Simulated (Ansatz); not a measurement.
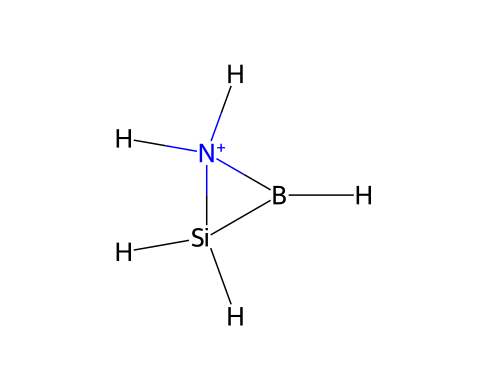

The picture comes from a calculation with Ansatz.

The species has charge +1 and is a spin singlet.

> Give its SMILES.

B1[NH2+][SiH2]1

> Give the formula, hydrogens included.

BH5NSi, charge +1.

> An optimisation with PBE0-D4/def2-TZVP gave a structure of which point group?

Cs.
